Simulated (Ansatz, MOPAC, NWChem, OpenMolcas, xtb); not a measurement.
C2H2FSi (SMILES C#C[SiH]F): the zero-point energy at each level's own minimum, rung by rung

C2H2FSi, doublet, SMILES `C#C[SiH]F`. Each level relaxes the structure for itself.

Each level gives the zero-point energy at each level's own minimum (kJ/mol). The values are calculated.

| level | kind | program | value (kJ/mol) |
| --- | --- | --- | --- |
| PM6 | semi-empirical | MOPAC | 71.3 |
| PM6-D3 | semi-empirical | MOPAC | 71.4 |
| PM6-DH+ | semi-empirical | MOPAC | 71.2 |
| GFN1-xTB | semi-empirical | xtb | 72.7 |
| UHF/3-21G | Hartree–Fock | OpenMolcas | 84.5 |
| UHF/6-31G* (Cartesian functions) | Hartree–Fock | OpenMolcas | 82.9 |
| UB3LYP-D3(BJ)/6-31G* (spherical functions) | global hybrid | NWChem | 77.4 |
| UB3LYP/def2-SVP | global hybrid | NWChem | 77.5 |
| UPBE0-D4/def2-TZVP | global hybrid | Ansatz | 77.6 |

Harmonic and unscaled. The values span 71.2 to 84.5 kJ/mol.

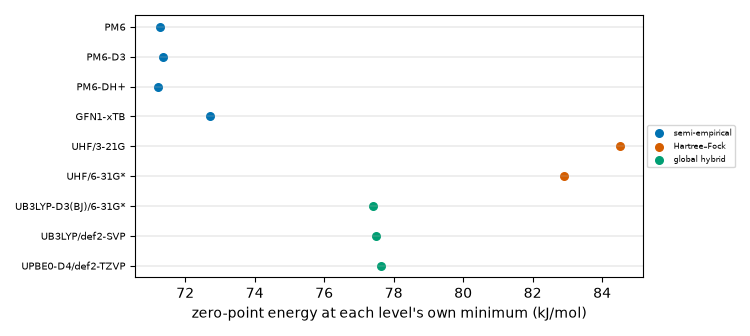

The values of the table, level by level.
